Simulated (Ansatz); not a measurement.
## Nudged elastic band, with input and output: SiH4ClF

SiH4ClF, computed with RKS B3LYP/def2-SVP (Ansatz 0.2.0).

It belongs to a series of runs on one base structure; here: band between the two ends. Figures and captions count atoms from 1; the log counts them from 0 in places.

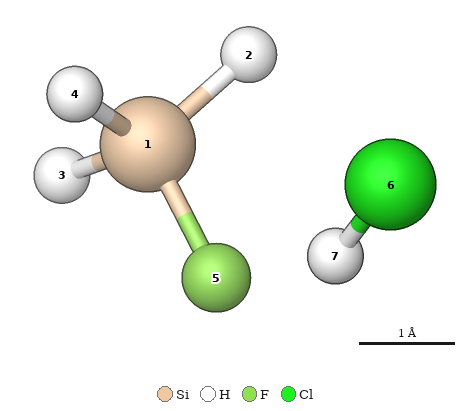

The structure as given in the input (ball-and-stick view, seen at a tilt; atoms are numbered from 1 in the order of the input).

**Summary**

```json
{"quantity": "outcome", "value": "converged"}
{"quantity": "barrier, forward", "value": "1.788 eV"}
{"quantity": "barrier, backward", "value": "2.381 eV"}
{"quantity": "hardware", "value": "1 thread of Arm Neoverse V2, 24 GiB of memory available, shared host"}
{"quantity": "wall time", "value": "5.5 min"}
{"quantity": "peak memory", "value": "0.13 GiB"}
```

The order of the saddle point was not checked.

**The input**
```yaml
crystal:
  periodic: [false, false, false]
  atoms:
    - { symbol: Si, position_ang: [0.39726, 0.129896, -0.047538] }
    - { symbol: H, position_ang: [0.857051, 0.602157, 1.282112] }
    - { symbol: H, position_ang: [1.540775, -0.360916, -0.85828] }
    - { symbol: H, position_ang: [-0.351019, 1.185306, -0.774519] }
    - { symbol: F, position_ang: [-0.614407, -1.146508, 0.184782] }
    - { symbol: Cl, position_ang: [-2.930323, 0.173762, 1.906689] }
    - { symbol: H, position_ang: [-2.219236, -0.689695, 1.252654] }
basis:
  gaussian: { orbitals: def2-SVP }
hamiltonian:
  xc: b3lyp
neb:
  order_check: false
  images: 7
  f_tol: 0.03
  max_iterations: 60
  final_atoms:
    - { symbol: Si, position_ang: [-0.42267764, -0.43734212, -0.76723194] }
    - { symbol: H, position_ang: [-0.15016149, 1.37529507, 3.49603458] }
    - { symbol: H, position_ang: [0.88718903, -0.96871837, -0.329914] }
    - { symbol: H, position_ang: [-0.39879267, 1.00806731, -1.08270148] }
    - { symbol: F, position_ang: [-0.87897122, -1.24067277, -2.09719027] }
    - { symbol: Cl, position_ang: [-1.81763868, -0.77876756, 0.71574673] }
    - { symbol: H, position_ang: [-0.53884633, 0.93614044, 3.01115637] }
  initial_path:
    images:
      - { positions_ang: [[0.39726, 0.129896, -0.047538], [0.857051, 0.602157, 1.282112], [1.540775, -0.360916, -0.85828], [-0.351019, 1.185306, -0.774519], [-0.614407, -1.146508, 0.184782], [-2.930323, 0.173762, 1.906689], [-2.219236, -0.689695, 1.252654]] }
      - { positions_ang: [[0.28915018, 0.08106623, -0.04416984], [0.67000587, 0.50442179, 1.39879883], [1.48020255, -0.30629104, -0.79957367], [-0.45618385, 1.14873109, -0.74076616], [-0.66340147, -1.21664269, 0.06416043], [-2.7659329, 0.14436537, 1.65643832], [-1.87373938, -0.46164874, 1.4110121]] }
      - { positions_ang: [[0.18104035, 0.03223646, -0.04080168], [0.48296073, 0.40668657, 1.51548565], [1.4196301, -0.25166608, -0.74086734], [-0.5613487, 1.11215618, -0.70701333], [-0.71239594, -1.28677738, -0.05646114], [-2.6015428, 0.11496874, 1.40618764], [-1.52824275, -0.23360248, 1.56937019]] }
      - { positions_ang: [[0.07293053, -0.01659331, -0.03743353], [0.2959156, 0.30895136, 1.63217248], [1.35905766, -0.19704112, -0.68216101], [-0.66651354, 1.07558127, -0.67326049], [-0.76139041, -1.35691208, -0.1770827], [-2.4371527, 0.08557211, 1.15593695], [-1.18274613, -0.00555623, 1.72772829]] }
      - { positions_ang: [[-0.03517929, -0.06542309, -0.03406537], [0.10887046, 0.21121614, 1.74885931], [1.29848521, -0.14241616, -0.62345467], [-0.77167839, 1.03900636, -0.63950766], [-0.81038488, -1.42704677, -0.29770427], [-2.2727626, 0.05617548, 0.90568627], [-0.83724951, 0.22249003, 1.88608639]] }
      - { positions_ang: [[-0.13205388, -0.15840284, -0.21735701], [0.04411247, 0.50223587, 2.18565313], [1.19566116, -0.34899171, -0.55006951], [-0.67845696, 1.0312716, -0.75030611], [-0.82753146, -1.38045327, -0.74757577], [-2.15898162, -0.15256028, 0.85820139], [-0.76264871, 0.40090263, 2.16735389]] }
      - { positions_ang: [[-0.22892846, -0.2513826, -0.40064865], [-0.02064551, 0.79325561, 2.62244694], [1.09283712, -0.55556727, -0.47668434], [-0.58523553, 1.02353683, -0.86110457], [-0.84467805, -1.33385977, -1.19744727], [-2.04520064, -0.36129604, 0.8107165], [-0.68804792, 0.57931523, 2.44862138]] }
      - { positions_ang: [[-0.32580305, -0.34436236, -0.5839403], [-0.0854035, 1.08427534, 3.05924076], [0.99001307, -0.76214282, -0.40329917], [-0.4920141, 1.01580207, -0.97190302], [-0.86182463, -1.28726627, -1.64731877], [-1.93141966, -0.5700318, 0.76323162], [-0.61344712, 0.75772783, 2.72988888]] }
      - { positions_ang: [[-0.42267764, -0.43734212, -0.76723194], [-0.15016149, 1.37529507, 3.49603458], [0.88718903, -0.96871837, -0.329914], [-0.39879267, 1.00806731, -1.08270148], [-0.87897122, -1.24067277, -2.09719027], [-1.81763868, -0.77876756, 0.71574673], [-0.53884633, 0.93614044, 3.01115637]] }
```

Launch command:
```bash
ansatz run input.yaml --threads 1 --pin off --max-ram 2048MiB --backend cpu --events-out ev --progress --plain --runs-dir out
```

**The program's output**
```
Engine: ansatz 0.2.0, aarch64-unknown-linux-gnu
Functional definition: B3LYP
  parameter a0 = 0.2
  parameter ax = 0.72
  parameter ac = 0.81
  exchange = (1 - a0 - ax)*slater_x + ax*b88_x + a0*exact_x
  correlation = (1 - ac)*vwn_rpa_c + ac*lyp_c
703 factors; integrals over basis functions are off by at most 4.5e-4 eV
mean field evaluation 1: about -23174.8112 eV, gradient 2.9e1 eV
mean field evaluation 2: about -23173.3399 eV, gradient 4.4e1 eV
mean field evaluation 4: about -23176.1254 eV, gradient 8.3e-1 eV
mean field evaluation 8: about -23176.1285 eV, gradient 4.6e-3 eV
mean field -23176.12849244 eV, -851.7070127532 hartree, gradient 3.6e-5 eV, S^2 0.000000; 0 other end points of the search recorded, 0 dependent functions left out
the calculation of the forces begins
reference -23176.12872382 eV, -851.7070212563 hartree; 22, 22 occupied and 48, 48 virtual orbitals, 703 factors
696 factors; integrals over basis functions are off by at most 6.2e-4 eV
mean field evaluation 16: about -23176.7217 eV, gradient 1.0e0 eV
mean field -23176.72175896 eV, -851.7288148955 hartree, gradient 1.5e-5 eV, S^2 0.000000; 0 other end points of the search recorded, 0 dependent functions left out
[... from here on the field's lines of each further geometry are left out, up to the last ...]
NEB iter   1: max|band force component| = 8.680e0 eV/Å  barrier→ = 3.1694 eV  barrier← = 3.7627 eV  Δτ_max = 0.2000 Å  (201 SCF iters)
NEB iter   2: max|band force component| = 3.186e0 eV/Å  barrier→ = 2.3414 eV  barrier← = 2.9346 eV  Δτ_max = 0.2000 Å  (195 SCF iters)
NEB iter   3: max|band force component| = 1.280e0 eV/Å  barrier→ = 1.9001 eV  barrier← = 2.4933 eV  Δτ_max = 0.2000 Å  (187 SCF iters)
NEB iter   4: max|band force component| = 1.177e0 eV/Å  barrier→ = 1.5323 eV  barrier← = 2.1256 eV  Δτ_max = 0.2000 Å  (186 SCF iters)
NEB iter   5: max|band force component| = 9.611e-1 eV/Å  barrier→ = 1.3704 eV  barrier← = 1.9637 eV  Δτ_max = 0.1325 Å  (178 SCF iters)
NEB iter   6: max|band force component| = 5.126e-1 eV/Å  barrier→ = 1.1938 eV  barrier← = 1.7871 eV  Δτ_max = 0.0696 Å  (172 SCF iters)
NEB iter   7: max|band force component| = 1.158e0 eV/Å  barrier→ = 1.2510 eV  barrier← = 1.8443 eV  CI = image 4  Δτ_max = 0.2000 Å  (175 SCF iters)
NEB iter   8: max|band force component| = 1.124e0 eV/Å  barrier→ = 1.7220 eV  barrier← = 2.3153 eV  CI = image 4  Δτ_max = 0.2000 Å  (180 SCF iters)
NEB iter   9: max|band force component| = 1.630e0 eV/Å  barrier→ = 1.9369 eV  barrier← = 2.5302 eV  CI = image 4  Δτ_max = 0.0996 Å  (184 SCF iters)
NEB iter  10: max|band force component| = 8.141e-1 eV/Å  barrier→ = 1.8381 eV  barrier← = 2.4313 eV  CI = image 4  Δτ_max = 0.1940 Å  (171 SCF iters)
NEB iter  11: max|band force component| = 2.905e0 eV/Å  barrier→ = 1.8187 eV  barrier← = 2.4120 eV  CI = image 4  Δτ_max = 0.0974 Å  (167 SCF iters)
NEB iter  12: max|band force component| = 9.188e-1 eV/Å  barrier→ = 1.8150 eV  barrier← = 2.4083 eV  CI = image 4  Δτ_max = 0.1615 Å  (165 SCF iters)
NEB iter  13: max|band force component| = 1.052e0 eV/Å  barrier→ = 1.8140 eV  barrier← = 2.4072 eV  CI = image 4  Δτ_max = 0.0833 Å  (167 SCF iters)
NEB iter  14: max|band force component| = 4.224e-1 eV/Å  barrier→ = 1.8114 eV  barrier← = 2.4047 eV  CI = image 4  Δτ_max = 0.1640 Å  (170 SCF iters)
NEB iter  15: max|band force component| = 1.661e-1 eV/Å  barrier→ = 1.8059 eV  barrier← = 2.3992 eV  CI = image 4  Δτ_max = 0.1274 Å  (164 SCF iters)
NEB iter  16: max|band force component| = 2.778e-1 eV/Å  barrier→ = 1.8023 eV  barrier← = 2.3956 eV  CI = image 4  Δτ_max = 0.0513 Å  (170 SCF iters)
NEB iter  17: max|band force component| = 1.217e-1 eV/Å  barrier→ = 1.7993 eV  barrier← = 2.3925 eV  CI = image 4  Δτ_max = 0.0353 Å  (160 SCF iters)
NEB iter  18: max|band force component| = 1.014e-1 eV/Å  barrier→ = 1.7967 eV  barrier← = 2.3900 eV  CI = image 4  Δτ_max = 0.0380 Å  (167 SCF iters)
NEB iter  19: max|band force component| = 6.282e-2 eV/Å  barrier→ = 1.7943 eV  barrier← = 2.3876 eV  CI = image 4  Δτ_max = 0.0168 Å  (162 SCF iters)
NEB iter  20: max|band force component| = 4.996e-2 eV/Å  barrier→ = 1.7929 eV  barrier← = 2.3861 eV  CI = image 4  Δτ_max = 0.0228 Å  (152 SCF iters)
NEB iter  21: max|band force component| = 4.565e-2 eV/Å  barrier→ = 1.7917 eV  barrier← = 2.3850 eV  CI = image 4  Δτ_max = 0.0184 Å  (158 SCF iters)
NEB iter  22: max|band force component| = 3.787e-2 eV/Å  barrier→ = 1.7909 eV  barrier← = 2.3842 eV  CI = image 4  Δτ_max = 0.0181 Å  (160 SCF iters)
NEB iter  23: max|band force component| = 4.841e-2 eV/Å  barrier→ = 1.7902 eV  barrier← = 2.3835 eV  CI = image 4  Δτ_max = 0.0090 Å  (155 SCF iters)
NEB iter  24: max|band force component| = 3.540e-2 eV/Å  barrier→ = 1.7899 eV  barrier← = 2.3831 eV  CI = image 4  Δτ_max = 0.0090 Å  (148 SCF iters)
NEB iter  25: max|band force component| = 1.817e-2 eV/Å  barrier→ = 1.7895 eV  barrier← = 2.3828 eV  CI = image 4  Δτ_max = 0.0181 Å  (149 SCF iters)
NEB iter  26: max|band force component| = 3.035e-2 eV/Å  barrier→ = 1.7889 eV  barrier← = 2.3822 eV  CI = image 4  Δτ_max = 0.0340 Å  (23 SCF iters)
NEB iter  27: max|band force component| = 2.743e-2 eV/Å  barrier→ = 1.7885 eV  barrier← = 2.3817 eV  CI = image 4  Δτ_max = 0.0174 Å  (168 SCF iters)
NEB iter  28: max|band force component| = 3.204e-2 eV/Å  barrier→ = 1.7881 eV  barrier← = 2.3814 eV  CI = image 4  Δτ_max = 0.0352 Å  (24 SCF iters)
NEB iter  29: max|band force component| = 3.273e-2 eV/Å  barrier→ = 1.7879 eV  barrier← = 2.3812 eV  CI = image 4  Δτ_max = 0.0177 Å  (170 SCF iters)
NEB iter  30: max|band force component| = 2.079e-2 eV/Å  barrier→ = 1.7877 eV  barrier← = 2.3810 eV  CI = image 4  Δτ_max = 0.0148 Å  (303 SCF iters)
the calculation of the forces begins
reference -23174.34113970 eV, -851.6413287512 hartree; 22, 22 occupied and 48, 48 virtual orbitals, 706 factors
706 factors; integrals over basis functions are off by at most 6.0e-4 eV
mean field evaluation 1344: about -23169.9244 eV, gradient 5.4e1 eV
mean field -23174.34092761 eV, -851.6413209573 hartree, gradient 4.9e-5 eV, S^2 0.000000; 1 other end points of the search recorded, 0 dependent functions left out
the calculation of the forces begins
reference -23174.34113970 eV, -851.6413287512 hartree; 22, 22 occupied and 48, 48 virtual orbitals, 706 factors
NEB iter  31: max|band force component| = 2.453e-2 eV/Å  barrier→ = 1.7876 eV  barrier← = 2.3808 eV  CI = image 4  Δτ_max = 0.0000 Å  (48 SCF iters)
```

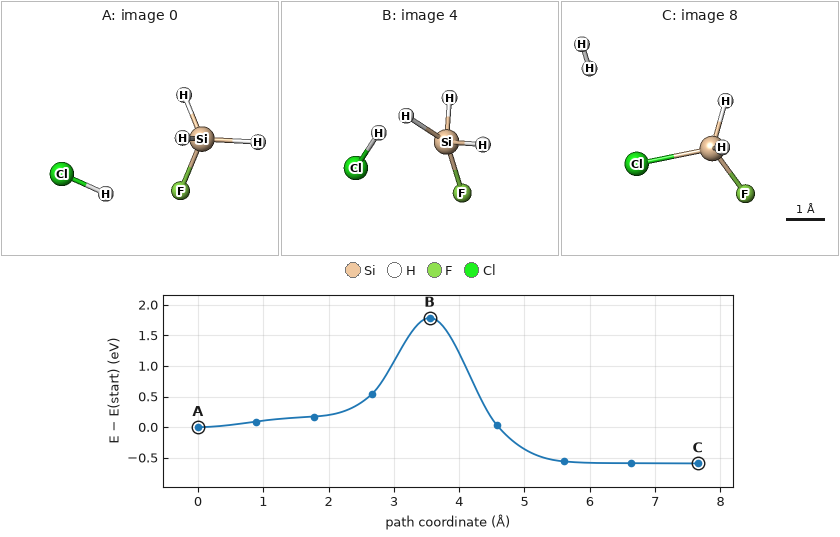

Images of the last band (counted from 0; ball-and-stick, seen at a tilt) above the energy along the path; the line is a cubic interpolation that uses the forces. The highest image is number 4, 1.788 eV above the start and 2.381 eV above the end (the climbing image); the end lies 0.593 eV below the start. The path is 7.65 Å long. The band converged in 31 iterations.

```
Total energy: -23174.34113970 eV, -851.6413287512 hartree
Atom 0 at    -0.196472    -0.094956    -0.046097 Å, force    -0.008779     0.009741    -0.006485 eV/Å
Atom 1 at     0.100531     0.613801     1.447032 Å, force     0.014948     0.002032    -0.004643 eV/Å
Atom 2 at     1.239728    -0.479650    -0.037300 Å, force    -0.000836     0.000055     0.009430 eV/Å
Atom 3 at    -0.564918     1.154446    -0.736171 Å, force     0.001161    -0.000869    -0.005001 eV/Å
Atom 4 at    -0.820005    -1.377281    -0.822646 Å, force     0.003139    -0.003810    -0.004030 eV/Å
Atom 5 at    -2.245575    -0.288531     1.456473 Å, force     0.007344     0.006260     0.006347 eV/Å
Atom 6 at    -0.833188     0.366173     1.684610 Å, force    -0.016977    -0.013409     0.004381 eV/Å
Dipole moment:     0.428667     0.316853     0.051130 e Å
this run last wrote the band of iteration 31 to [file]; this run last wrote the band within `neb.f_tol` of iteration 30 to [file]
```

**The last band as extended XYZ (Å, eV, eV/Å)**
```
7
Properties=species:S:1:pos:R:3:forces:R:3 image=0 energy=-23176.12849
Si    0.3973    0.1299   -0.0475    0.0021  -0.0005  -0.0016
H     0.8571    0.6022    1.2821   -0.0002   0.0006   0.0000
H     1.5408   -0.3609   -0.8583   -0.0003  -0.0006   0.0000
H    -0.3510    1.1853   -0.7745    0.0004   0.0007   0.0000
F    -0.6144   -1.1465    0.1848   -0.0007   0.0007   0.0015
Cl   -2.9303    0.1738    1.9067   -0.0004  -0.0018   0.0006
H    -2.2192   -0.6897    1.2527   -0.0008   0.0009  -0.0005
7
Properties=species:S:1:pos:R:3:forces:R:3 image=1 energy=-23176.03769
Si    0.3255    0.0905   -0.1410    0.0061   0.0089   0.0062
H     0.4200    0.4904    1.2866    0.0383   0.0457  -0.0017
H     1.6652   -0.2709   -0.6721   -0.0039  -0.0131  -0.0169
H    -0.2992    1.1591   -0.9592    0.0032  -0.0023  -0.0110
F    -0.6247   -1.2408   -0.1882   -0.0058   0.0217   0.0647
Cl   -2.8748    0.2665    1.8836    0.0098   0.0450   0.0335
H    -1.9319   -0.6008    1.7363   -0.0477  -0.1059  -0.0750
7
Properties=species:S:1:pos:R:3:forces:R:3 image=2 energy=-23175.95539
Si    0.2653    0.0013   -0.1947    0.0135  -0.0003  -0.0077
H     0.2365    0.3235    1.2608    0.0174  -0.0088  -0.0092
H     1.6724   -0.2270   -0.6113    0.0168   0.0125  -0.0321
H    -0.3605    1.1025   -0.9683    0.0101  -0.0032  -0.0111
F    -0.5701   -1.3715   -0.4390    0.0181  -0.0009   0.0122
Cl   -2.8985    0.0653    1.7622   -0.0384   0.0273   0.0130
H    -1.6651    0.0000    2.1362   -0.0375  -0.0266   0.0349
7
Properties=species:S:1:pos:R:3:forces:R:3 image=3 energy=-23175.59148
Si    0.0825   -0.0178   -0.1328    0.3284   0.0858  -0.1113
H     0.1187    0.4189    1.3092    0.0315  -0.2648  -0.1495
H     1.4953   -0.3649   -0.3465    0.2944   0.0945  -0.3753
H    -0.4900    1.1251   -0.8793    0.1340   0.0072  -0.1327
F    -0.7516   -1.3525   -0.5340    0.0430   0.0947   0.2999
Cl   -2.4998   -0.1857    1.7152   -0.3036   0.1293   0.3074
H    -1.2749    0.2709    1.8140   -0.5276  -0.1466   0.1615
7
Properties=species:S:1:pos:R:3:forces:R:3 image=4 energy=-23174.34093
Si   -0.1965   -0.0950   -0.0461   -0.0088   0.0097  -0.0065
H     0.1005    0.6138    1.4470    0.0149   0.0020  -0.0046
H     1.2397   -0.4797   -0.0373   -0.0008   0.0001   0.0094
H    -0.5649    1.1544   -0.7362    0.0012  -0.0009  -0.0050
F    -0.8200   -1.3773   -0.8226    0.0031  -0.0038  -0.0040
Cl   -2.2456   -0.2885    1.4565    0.0073   0.0063   0.0063
H    -0.8332    0.3662    1.6846   -0.0170  -0.0134   0.0044
7
Properties=species:S:1:pos:R:3:forces:R:3 image=5 energy=-23176.09009
Si   -0.4622   -0.2395   -0.1515   -0.3749  -0.2205  -0.1654
H     0.2089    0.7698    1.8042    0.1781   0.3271   0.3667
H     0.9207   -0.6016    0.2800   -0.4181  -0.1003   0.2952
H    -0.4860    1.1496   -0.6722   -0.0676  -0.0903  -0.0003
F    -0.7760   -1.3255   -1.3045    0.0240  -0.0346  -0.5008
Cl   -2.1967   -0.4795    1.0514    0.1867  -0.2915  -0.3447
H    -0.5287    0.6208    1.9383    0.4719   0.4102   0.3493
7
Properties=species:S:1:pos:R:3:forces:R:3 image=6 energy=-23176.68836
Si   -0.5240   -0.3424   -0.3700   -0.0078  -0.0153  -0.0194
H     0.2962    1.0464    2.3084    0.0189   0.0457   0.0508
H     0.6616   -0.8586    0.3480   -0.0305  -0.0279   0.0013
H    -0.4448    1.1039   -0.6729   -0.0085  -0.0130  -0.0088
F    -0.6517   -1.1545   -1.7649    0.0036   0.0046  -0.0500
Cl   -2.2344   -0.7074    0.7313    0.0003  -0.0281  -0.0226
H    -0.4228    0.8066    2.3661    0.0241   0.0340   0.0486
7
Properties=species:S:1:pos:R:3:forces:R:3 image=7 energy=-23176.71788
Si   -0.5079   -0.3451   -0.6142   -0.0015   0.0006  -0.0005
H     0.1763    1.1338    3.0505   -0.0009   0.0026   0.0060
H     0.7346   -0.6836    0.1139    0.0001  -0.0007  -0.0041
H    -0.5620    1.0596   -1.0760    0.0015  -0.0009   0.0009
F    -0.6164   -1.3093   -1.9108   -0.0015  -0.0034  -0.0048
Cl   -2.1266   -0.7125    0.6132    0.0025   0.0003  -0.0003
H    -0.4180    0.7510    2.7693   -0.0002   0.0016   0.0029
7
Properties=species:S:1:pos:R:3:forces:R:3 image=8 energy=-23176.72176
Si   -0.4227   -0.4373   -0.7672   -0.0005   0.0032   0.0019
H    -0.1502    1.3753    3.4960   -0.0004   0.0003   0.0014
H     0.8872   -0.9687   -0.3299   -0.0010  -0.0019   0.0005
H    -0.3988    1.0081   -1.0827   -0.0006   0.0002  -0.0012
F    -0.8790   -1.2407   -2.0972   -0.0007  -0.0009   0.0006
Cl   -1.8176   -0.7788    0.7157    0.0029  -0.0007  -0.0026
H    -0.5388    0.9361    3.0112    0.0003  -0.0001  -0.0007
```
